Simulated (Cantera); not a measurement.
A closed system holds: 1 mol SiCl4, 1.1 mol Cl2, 13 mol H2, at 750 Torr.

These are equilibrium values from Cantera (NASA tables, ideal gas, pure condensed phases), not measurements of a reactor. Candidate condensed phases: Si; 19 gas species. The tables' values for SiCl3 are old estimates; treat these amounts as uncertain. Kinetics and transport are ignored.

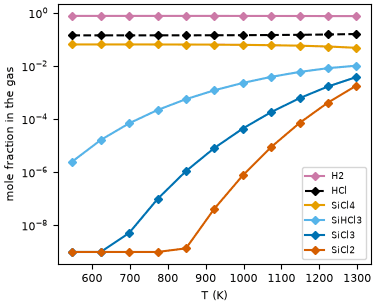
Equilibrium gas composition (values under 1e-9 drawn at 1e-9)

Read off the mole fractions at 998 K.

H2 about 0.79, HCl about 0.15, SiCl4 about 0.064, SiHCl3 about 0.0023, SiCl3 about 4.5e-5, SiCl2 about 7.7e-7.
